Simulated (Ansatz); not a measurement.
The parent structure is CsCaBr3 in the cubic perovskite structure (space group Pm-3m, No. 221; a = 5.640 Å; a cell from a computed database, its experimental status unchecked).

The same geometry is solved again with PBEsol+SOC.

Levels (all Ansatz, an electronic-structure program, PAW): PBEsol+SOC (420 eV, noncollinear with spin-orbit coupling); PBEsol (420 eV, no spin-orbit coupling).

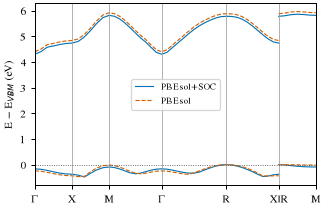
Highest valence and lowest conduction band along the path, each from its own valence-band maximum

The gap is 4.30 eV, indirect, R → Γ; the base has 4.40 eV.

Single points use the geometry relaxed with PBEsol. Differences between runs with and without spin-orbit coupling are approximate. Stability against distortions was not tested. Many cubic perovskites are stable only at high temperature; tilts and polar distortions were not tested.
